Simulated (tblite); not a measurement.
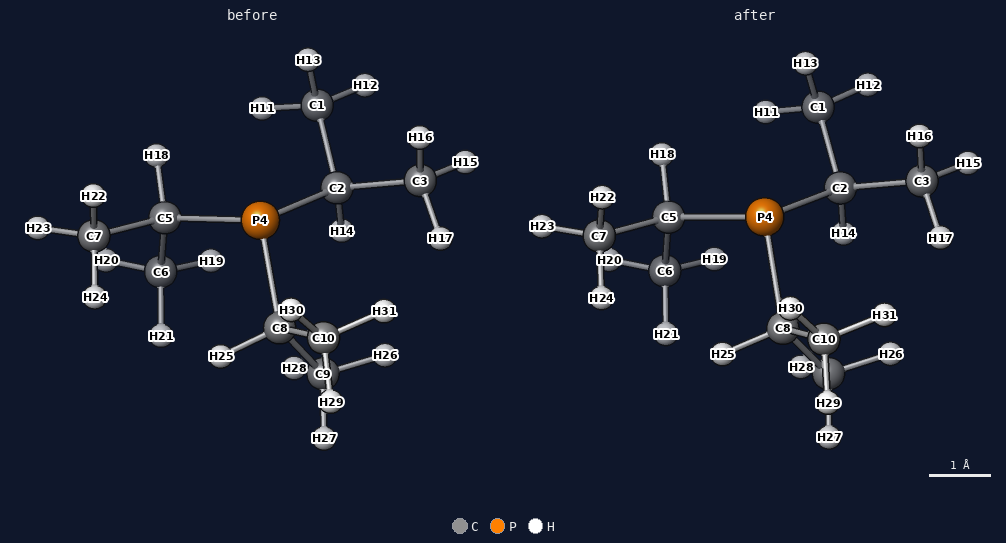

The structure of C9H21P before (left) and after (right) a relaxation, at one scale.

The picture is a ball-and-stick view, seen at a tilt.

Method: GFN2-xTB geometry optimisation, gas phase in tblite. 

**Summarise the run.**

H13 moves most after the best rigid fit: 0.11 Å. Largest moves by element: H 0.11 Å, P 0.08 Å, C 0.06 Å. Among the contacts that change: P4–C8 1.846 → 1.894 Å, C2–P4 1.848 → 1.884 Å, P4–C5 1.858 → 1.886 Å, C1–C2 1.543 → 1.527 Å. Among the angles between lasting bonds that change: C3–C2–P4 111.2° → 107.7°, C5–P4–C8 104.9° → 101.5°, C2–P4–C8 106.0° → 103.3°. After 51 geometry steps the energy has fallen by 0.162 eV.
